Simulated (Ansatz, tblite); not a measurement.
# (ClInS)4 cubane (In4S4Cl4): rung by rung, part 2 of 2

How do method and basis change the picture of (ClInS)4 cubane (In4S4Cl4) (singlet)?

Ansatz 0.2.0, Gaussian basis; as each input shows. Earlier steps stand in the parts before.

**9. PBE-D4/def2-SVP**

File in.yaml:

```yaml
crystal:
  periodic: [false, false, false]
  atoms:
    - {symbol: In, position_ang: [0.562202, 1.865529, -0.759540]}
    - {symbol: Cl, position_ang: [1.189603, 3.944905, -1.610449]}
    - {symbol: S, position_ang: [1.907258, 0.751049, 1.114792]}
    - {symbol: In, position_ang: [1.557095, -1.366592, -0.284926]}
    - {symbol: Cl, position_ang: [3.295913, -2.889609, -0.598630]}
    - {symbol: S, position_ang: [0.457253, -0.194399, -2.280177]}
    - {symbol: In, position_ang: [-1.709704, -0.672519, -0.999030]}
    - {symbol: Cl, position_ang: [-3.617800, -1.420178, -2.113293]}
    - {symbol: S, position_ang: [-1.737114, 1.525168, 0.318279]}
    - {symbol: In, position_ang: [-0.409792, 0.173342, 2.043447]}
    - {symbol: Cl, position_ang: [-0.867385, 0.365242, 4.322765]}
    - {symbol: S, position_ang: [-0.627529, -2.081937, 0.846761]}
basis:
  gaussian: {orbitals: def2-SVP, initial_orbitals: start.molden}
hamiltonian: {xc: pbe, dispersion: d4}
scf: {omitted_lower_state_checks: [starts]}
output: {orbitals: {seedname: orbitals}}
```

Run with:

```
$ ansatz run in.yaml --threads 2 --pin off --events-out ev --progress --plain --max-ram 32768MiB --backend cpu
```

Output:

```text
Functional definition: PBE
  name "PBE"
  cite "Perdew, Burke & Ernzerhof, Phys. Rev. Lett. 77, 3865 (1996) doi:10.1103/PhysRevLett.77.3865"
  parent pbe
  parameter kappa = 0.804
  parameter beta = 0.06672455060314922
  exchange = pbe_x(kappa = kappa, mu = beta*pi^2/3)
  correlation = pbe_c(beta = beta)
these checks for a lower state are left out or cut short: starts
2864 factors; their error is unknown
mean field evaluation 1: about -114074.2051 eV, gradient 4.2e1 eV
mean field evaluation 2: about -114074.9985 eV, gradient 1.2e0 eV
mean field evaluation 4: about -114074.8798 eV, gradient 8.4e-2 eV
mean field -114074.87981195 eV, -4192.1745103585 hartree, gradient 3.1e-5 eV, S^2 0.000000; 0 other end points of the search recorded, 0 dependent functions left out
reference -114074.87988486 eV, -4192.1745130380 hartree; 108, 108 occupied and 140, 140 virtual orbitals, 2864 factors
Total energy: -114075.98647055 eV, -4192.2151793120 hartree
Checks for a lower state left out: starts
```

It took 11 s on 2 threads of AMD EPYC 7R13, shared host; peak memory 0.67 GiB.

Report: HOMO -7.51 eV, LUMO -3.89 eV.

**10. PBE0-D4/def2-SVP**

in.yaml: that of step 9 with these lines changed.

```diff
@@ -17,3 +17,3 @@
   gaussian: {orbitals: def2-SVP, initial_orbitals: start.molden}
-hamiltonian: {xc: pbe, dispersion: d4}
+hamiltonian: {xc: pbe0, dispersion: d4}
 scf: {omitted_lower_state_checks: [starts]}
```

Launched as before.

Output:

```text
Functional definition: PBE0
  name "PBE0"
  cite "Adamo & Barone, J. Chem. Phys. 110, 6158 (1999) doi:10.1063/1.478522"
  cite "Perdew, Burke & Ernzerhof, Phys. Rev. Lett. 77, 3865 (1996) doi:10.1103/PhysRevLett.77.3865"
  parent pbe
  parameter a = 0.25
  parameter kappa = 0.804
  parameter beta = 0.06672455060314922
  exchange = (1 - a)*pbe_x(kappa = kappa, mu = beta*pi^2/3) + a*exact_x
  correlation = pbe_c(beta = beta)
these checks for a lower state are left out or cut short: starts
2620 factors; integrals over basis functions are off by at most 2.3e-4 eV
mean field evaluation 1: about -114082.0779 eV, gradient 4.0e1 eV
mean field evaluation 2: about -114082.5653 eV, gradient 7.1e-1 eV
mean field evaluation 4: about -114082.7061 eV, gradient 1.8e-3 eV
mean field -114082.70612064 eV, -4192.4621218978 hartree, gradient 2.9e-5 eV, S^2 0.000000; 0 other end points of the search recorded, 0 dependent functions left out
reference -114082.70617576 eV, -4192.4621239236 hartree; 108, 108 occupied and 140, 140 virtual orbitals, 2620 factors
Total energy: -114083.69970470 eV, -4192.4986354389 hartree
Checks for a lower state left out: starts
```

It took 23 s on 2 threads of AMD EPYC 7R13, shared host; peak memory 1.3 GiB.

HOMO -8.72 eV, LUMO -3.20 eV.

**11. CCSD(T)/def2-SVP**

in.yaml: that of step 10 with these lines changed.

```diff
@@ -17,3 +17,3 @@
   gaussian: {orbitals: def2-SVP, initial_orbitals: start.molden}
-hamiltonian: {xc: pbe0, dispersion: d4}
+correlation: {method: ccsd_t}
 scf: {omitted_lower_state_checks: [starts]}
```

Run with:

```
$ ansatz run in.yaml --threads 2 --pin off --events-out ev --progress --plain --max-ram 32768MiB --backend cuda --devices 0, --max-vram 18GiB
```

Output:

```text
Functional definition: HF
  name "HF"
  cite "Fock, Z. Phys. 61, 126 (1930) doi:10.1007/BF01340294"
  parent pbe
  exchange = exact_x
  correlation = 0
these checks for a lower state are left out or cut short: starts
2620 factors; integrals over basis functions are off by at most 2.3e-4 eV
mean field evaluation 1: about -113861.9340 eV, gradient 5.3e1 eV
mean field evaluation 2: about -113864.6128 eV, gradient 2.9e0 eV
mean field evaluation 4: about -113865.2790 eV, gradient 2.1e0 eV
mean field evaluation 8: about -113865.2924 eV, gradient 1.6e-3 eV
mean field -113865.29239923 eV, -4184.4723150046 hartree, gradient 2.8e-6 eV, S^2 0.000000; 0 other end points of the search recorded, 0 dependent functions left out
56 core orbitals not correlated: weight in the atoms' cores, before any rotation towards them, 1.000 or more for the frozen orbitals, at most 0.000 for the correlated occupied ones
reference -113865.29239923 eV, -4184.4723150046 hartree; 52, 52 occupied and 140, 140 virtual orbitals, 2620 factors
second order -37.18251706 eV of doubles, -0.00000000 eV of singles
cycle   1  -38.44522064 eV  change    -1.3e0 eV  update   1.6e-1
cycle   2  -39.38184966 eV  change   -9.4e-1 eV  update   4.7e-2
cycle   3  -39.59281537 eV  change   -2.1e-1 eV  update   2.6e-2
cycle   4  -39.58031041 eV  change    1.3e-2 eV  update   5.4e-3
cycle   5  -39.57659213 eV  change    3.7e-3 eV  update   1.9e-3
cycle   6  -39.57601894 eV  change    5.7e-4 eV  update   5.6e-4
cycle   7  -39.57586576 eV  change    1.5e-4 eV  update   2.1e-4
cycle   8  -39.57591515 eV  change   -4.9e-5 eV  update   6.8e-5
perturbative correction -1.49801089 eV, -0.0550508847 hartree
Total energy: -113906.36632528 eV, -4185.9817539457 hartree
Checks for a lower state left out: starts
```

Run time: 7 s. Hardware: 1 × H100 (card shared with other runs) with 2 threads of AMD EPYC 7R13, shared host; peak host memory 0.86 GiB.

Hartree-Fock HOMO -11.32 eV, LUMO 0.06 eV; T1 0.012.

**12. MP2/def2-TZVP**

in.yaml: that of step 11 with these lines changed.

```diff
@@ -16,4 +16,4 @@
 basis:
-  gaussian: {orbitals: def2-SVP, initial_orbitals: start.molden}
-correlation: {method: ccsd_t}
+  gaussian: {orbitals: def2-TZVP, initial_orbitals: start.molden}
+correlation: {method: mp2}
 scf: {omitted_lower_state_checks: [starts]}
```

Launched as before.

Output:

```text
Functional definition: HF
  name "HF"
  cite "Fock, Z. Phys. 61, 126 (1930) doi:10.1007/BF01340294"
  parent pbe
  exchange = exact_x
  correlation = 0
these checks for a lower state are left out or cut short: starts
3648 factors; integrals over basis functions are off by at most 8.0e-4 eV
mean field evaluation 1: about -113894.5227 eV, gradient 6.5e1 eV
mean field evaluation 2: about -113897.3458 eV, gradient 3.5e0 eV
mean field evaluation 4: about -113897.6975 eV, gradient 1.1e0 eV
mean field evaluation 8: about -113897.7016 eV, gradient 2.2e-4 eV
mean field -113897.70163699 eV, -4185.6633325244 hartree, gradient 4.3e-6 eV, S^2 0.000000; 0 other end points of the search recorded, 0 dependent functions left out
56 core orbitals not correlated: weight in the atoms' cores, before any rotation towards them, 1.000 or more for the frozen orbitals, at most 0.000 for the correlated occupied ones
reference -113897.70163699 eV, -4185.6633325244 hartree; 52, 52 occupied and 388, 388 virtual orbitals, 3648 factors
second order -69.04852323 eV of doubles, -0.00000000 eV of singles
Total energy: -113966.75016022 eV, -4188.2008189504 hartree
Checks for a lower state left out: starts
```

Run time: 4.9 s. Hardware: 1 × H100 (card shared with other runs) with 2 threads of AMD EPYC 7R13, shared host; peak host memory 1.1 GiB.

From the report: Hartree-Fock HOMO -11.23 eV, LUMO -0.06 eV.

**13. RPA/def2-TZVP**

in.yaml: that of step 12 with these lines changed.

```diff
@@ -17,4 +17,4 @@
   gaussian: {orbitals: def2-TZVP, initial_orbitals: start.molden}
-correlation: {method: mp2}
+hamiltonian: {xc: pbe}
+correlation: {method: rpa}
 scf: {omitted_lower_state_checks: [starts]}
-output: {orbitals: {seedname: orbitals}}
```

Same command.

Output:

```text
Functional definition: PBE
  name "PBE"
  cite "Perdew, Burke & Ernzerhof, Phys. Rev. Lett. 77, 3865 (1996) doi:10.1103/PhysRevLett.77.3865"
  parent pbe
  parameter kappa = 0.804
  parameter beta = 0.06672455060314922
  exchange = pbe_x(kappa = kappa, mu = beta*pi^2/3)
  correlation = pbe_c(beta = beta)
these checks for a lower state are left out or cut short: starts
3648 factors; integrals over basis functions are off by at most 8.0e-4 eV
mean field evaluation 1: about -114107.4455 eV, gradient 2.3e1 eV
mean field evaluation 2: about -114107.8544 eV, gradient 6.1e-1 eV
mean field evaluation 4: about -114107.8502 eV, gradient 3.1e-3 eV
mean field evaluation 8: about -114107.8502 eV, gradient 1.9e-6 eV
mean field -114107.85024234 eV, -4193.3861513273 hartree, gradient 2.2e-6 eV, S^2 0.000000; 0 other end points of the search recorded, 0 dependent functions left out
56 core orbitals not correlated: weight in the atoms' cores, before any rotation towards them, 1.000 or more for the frozen orbitals, at most 0.000 for the correlated occupied ones
reference -113892.01244245 eV, -4185.4542584813 hartree; 52, 52 occupied and 388, 388 virtual orbitals, 3648 factors
Total energy: -113996.53241096 eV, -4189.2952964777 hartree
Checks for a lower state left out: starts
```

Wall time 6.5 s (1 × H100 (card shared with other runs) with 2 threads of AMD EPYC 7R13, shared host); peak host memory 3 GiB.

**14. Levels side by side**

```tsv
level	functions	HOMO (eV)	LUMO (eV)	gap (eV)	time
PBE-D4/def2-SVP	248	-7.51	-3.89	3.62	11 s
PBE-D4/def2-TZVP	496	-7.52	-3.93	3.59	5.5 s
revPBE-D4/def2-TZVP	496	-7.46	-3.80	3.66	2.8 s
BLYP-D4/def2-TZVP	496	-7.33	-3.86	3.46	3.2 s
r2SCAN-D4/def2-TZVP	496	-7.85	-3.78	4.06	6 s
PBE0-D4/def2-SVP	248	-8.72	-3.20	5.53	23 s
PBE0-D4/def2-TZVP	496	-8.67	-3.19	5.48	5.5 s
```

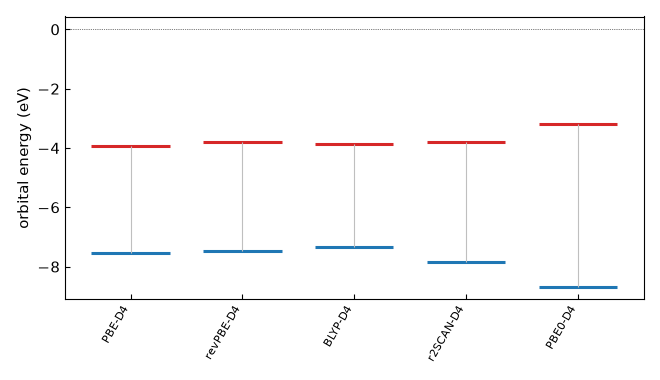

Highest filled (blue) and lowest empty (red) level in def2-TZVP.

Energy pieces by basis (eV):

```tsv
basis	HF	MP2 correlation	CCSD correlation	(T)	total
def2-SVP	-113865.2924	-37.1825	-39.5759	-1.4980	-113906.3663
def2-TZVP	-113897.7016	-69.0485			-113966.7502 (MP2)
```

The correlation energy is far from converged in these sets, so it jumps between bases; where outer-core shells are correlated, the sets cover them unevenly.

**15. Binding energy**

Free atoms were run apart at each level; binding is atoms less cluster, divided by the number of atoms, without zero-point or spin-orbit terms.

```tsv
method	binding an atom (eV)	from CCSD(T)/def2-SVP (eV)	time
HF/def2-SVP	2.050	-0.753	
HF/def2-TZVP	2.059	-0.744	
PBE-D4/def2-SVP	3.122	+0.319	11 s
PBE-D4/def2-TZVP	3.108	+0.305	5.5 s
revPBE-D4/def2-TZVP	2.976	+0.173	2.8 s
BLYP-D4/def2-TZVP	2.879	+0.076	3.2 s
r2SCAN-D4/def2-TZVP	3.105	+0.302	6 s
PBE0-D4/def2-SVP	3.073	+0.270	23 s
PBE0-D4/def2-TZVP	3.074	+0.271	5.5 s
B2PLYP/def2-TZVP	2.890	+0.087	4.9 s
RPA/def2-TZVP	2.707	-0.096	6.5 s
MP2/def2-SVP	2.964	+0.161	
MP2/def2-TZVP	3.116	+0.313	4.9 s
CCSD/def2-SVP	2.715	-0.088	
CCSD(T)/def2-SVP	2.803	0	7 s
```

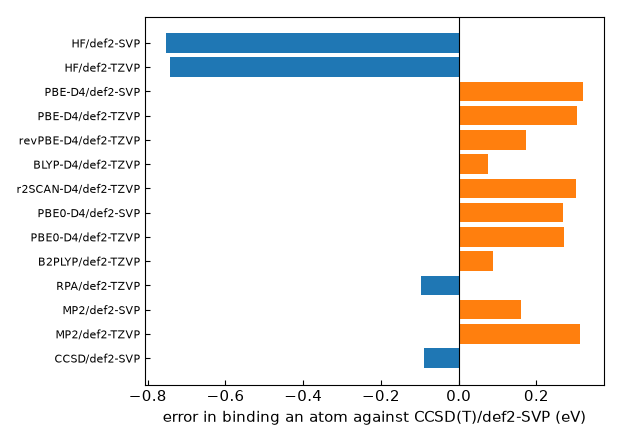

How far each level lands from CCSD(T)/def2-SVP.

Some runs used a GPU and others CPU threads alone, so the times don't compare the methods' cost.

**16. Outcome**

This closing draws on all 2 parts.

```
                                                 quantity                                 value
gap in def2-TZVP, named functionals, smallest and largest  3.46 eV (BLYP-D4), 5.48 eV (PBE0-D4)
                     correlation energy, CCSD(T)/def2-SVP                             -41.07 eV
                        correlation energy, MP2/def2-TZVP                             -69.05 eV
                        binding an atom, CCSD(T)/def2-SVP                              2.803 eV
          PBE0 total energy, smallest basis above largest        32.58 eV (def2-SVP, def2-TZVP)
```

In words: Over the named functionals in def2-TZVP the gap runs from 3.46 eV (BLYP-D4) to 5.48 eV (PBE0-D4); exact exchange widens it. The functionals in def2-TZVP miss CCSD(T)/def2-SVP by +0.076 (BLYP-D4) to +0.305 eV (PBE-D4) an atom. The yardstick is in a double-zeta basis, so levels in larger sets aren't compared like for like. The reference is CCSD(T) in one finite basis, so it carries an error of its own, often a tenth of an eV or more, and near misses can't be ranked.

The slowest run with a step of its own, PBE0-D4/def2-SVP, took 23 s; the quickest functional in def2-TZVP took 2.8 s (shared host).
